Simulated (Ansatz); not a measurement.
## Electronic structure of GeH4···ClH2Si (doublet) in real space

```yaml
atoms:
  - { symbol: H, position_ang: [0.9424, 0.2450, 1.0686] }
  - { symbol: Si, position_ang: [-1.9486, -1.3338, 0.3251] }
  - { symbol: Cl, position_ang: [-1.4535, -0.4393, -1.4579] }
  - { symbol: Ge, position_ang: [1.7321, 1.0780, 0.0481] }
  - { symbol: H, position_ang: [-3.2702, -0.8091, 0.7615] }
  - { symbol: H, position_ang: [-1.9929, -2.8055, 0.1147] }
  - { symbol: H, position_ang: [2.1487, 0.1855, -1.1274] }
  - { symbol: H, position_ang: [2.9861, 1.6493, 0.7262] }
  - { symbol: H, position_ang: [0.8559, 2.2299, -0.4590] }
```

The product side of a reaction path; geometry: PBE0-D4/def2-TZVP.

All numbers below come from Ansatz, UKS PBE0-D4/def2-TZVPP.

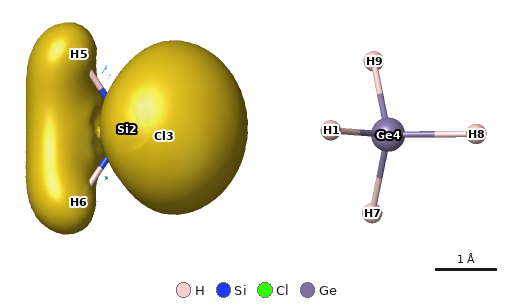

Figure 1. Isosurfaces of the spin density (α minus β) at +0.015 (yellow) and −0.015 e/Å³ (cyan), seen at a tilt.

Q: Describe the spin distribution.

A: The unpaired spin (1 electron) lies mostly on Si2 (about 0.8) and Cl3 (about 0.1), in electrons by Hirshfeld's partition.

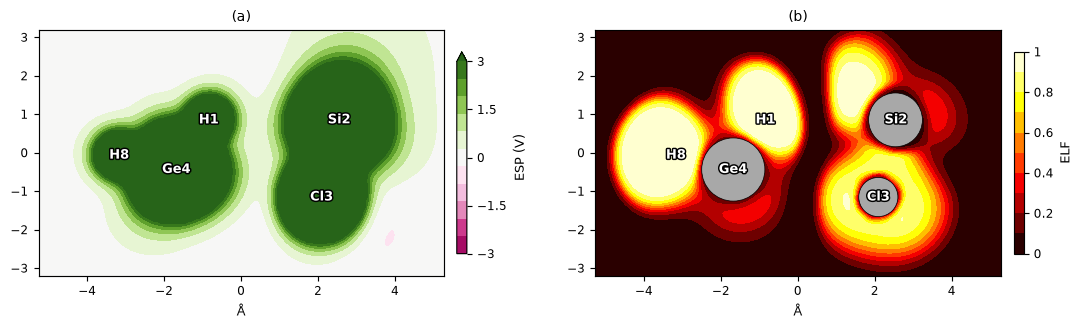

Figure 2. (a) molecular electrostatic potential; (b) electron localisation function on the plane of atoms H1, Ge4 and H8. Grey discs cover the atomic cores in the ELF map.

Q: What does the map show?

A: The section cuts through H, Si, Cl and Ge sites. Ge4···Cl3 (3.84 Å): the ELF dips to about 0 between them (a weak contact between the two molecules). Si–Cl (2.06 Å): the ELF peaks at about 0.85 between the atoms; a shared but strongly polarised pair. Ge–H (1.54 Å): the ELF climbs to about 1 towards the hydrogen. The ELF also peaks beside Cl3 and Si2, away from the bonds: non-bonding electrons, paired or unpaired. The potential has no marked negative region in this plane.

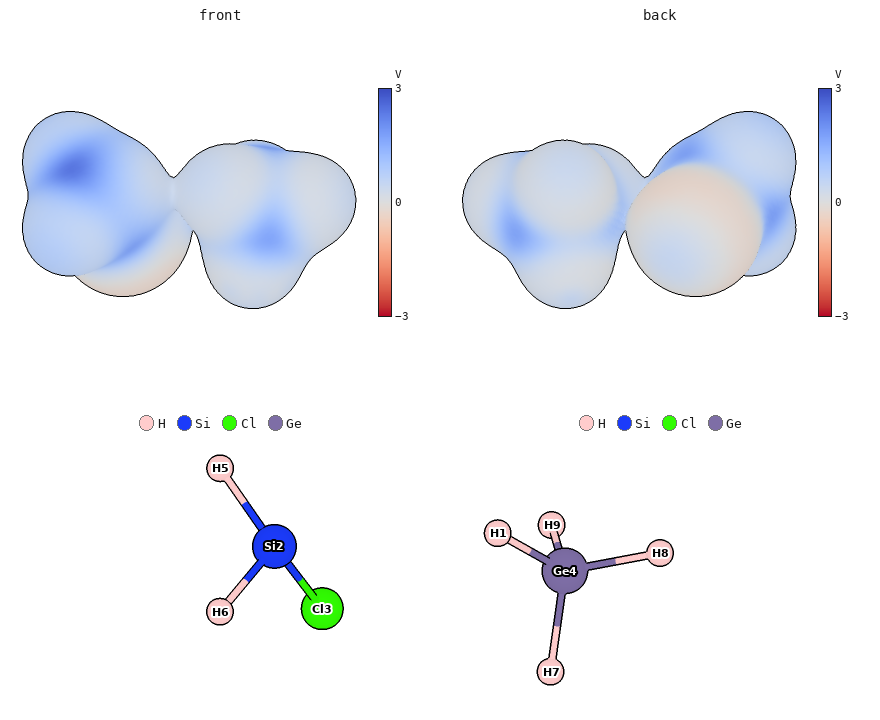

Figure 3. The molecular electrostatic potential painted on the density surface at 0.004 e/bohr³, seen from the front and from behind; the colour scale runs from red (negative) to blue (positive). The bare structure is drawn below in the same view.

Q: Where is the surface potential most negative and most positive?

A: The most negative region (about −0.2 V) lies over Cl3, the most positive (about +2.1 V) over Si2.
